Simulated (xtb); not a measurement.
# Optimise+frequencies calculation of C2H6O2Si

- system: C2H6O2Si, SMILES OC(O)=C[SiH3]
- method: GFN2-xTB, ALPB solvent dcm (xtb 6.7.1)

The geometry was optimised with GFN0-xTB pushed along the imaginary mode.

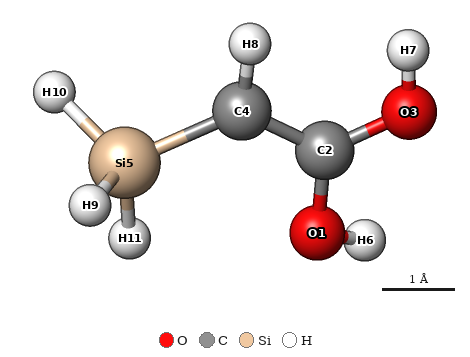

*The structure (ball-and-stick view, seen at a tilt; atoms are numbered from 1 in the order of the input).*

## Input (struc.xyz)
```
11

O     -1.22008500    -0.41075800     1.10212400
C      0.03169200    -0.15248600     1.10732200
O      0.66716800    -0.20797800     2.24257900
C      0.59972700     0.26515600    -0.09850500
Si    -0.27448100     0.28514600    -1.67895000
H     -1.44170600    -1.13211200     1.77901900
H      1.60154800     0.01522800     2.15446000
H      1.64419600     0.58640300    -0.06775400
H     -0.60902100     1.63658300    -2.12534200
H      0.50969800    -0.34762400    -2.73439000
H     -1.52464500    -0.45562600    -1.51362400
```

## File .CHRG
```
0
```

## File .UHF
```
0
```

## File xcontrol
```
$opt
   maxcycle=30
$end
```

Machine: 1 thread of Intel Xeon (Granite Rapids), 64 GiB of memory available, shared host.

Launched with:
```bash
xtb struc.xyz --gfn2 --ohess tight --alpb dcm --iterations 100 -I xcontrol --parallel 1 > run.log 2> xtb.err
```

## Output
```
* xtb version 6.7.1
   ID    Z sym.   atoms
    1    8 O      1, 3
    2    6 C      2, 4
    3   14 Si     5
    4    1 H      6-11

           -------------------------------------------------
          |                Calculation Setup                |
           -------------------------------------------------

          program call               : xtb struc.xyz --gfn2 --ohess tight --alpb dcm --iterations 100 -I xcontrol --parallel 1
          coordinate file            : struc.xyz
          omp threads                :                     1

########################################################################
[ERROR] Program stopped due to fatal error
-2- Could not setup defaults
-1- solv_model_loadInternalParam: solvent: 'dcm' is not parametrized
########################################################################
```

## Standard error
```
ERROR STOP
Error termination. Backtrace:
abnormal termination of xtb
```

## Outcome

```csv
quantity,value
outcome,refused by the program
```

## Diagnosis

Some settings of this run were drawn to be unusual or wrong (max_iter set to 100; method set to gfn2-xtb (from gfn0-xtb); opt_cycles set to 30; sm set to ALPB; solvent set to dcm). The program refused the input.
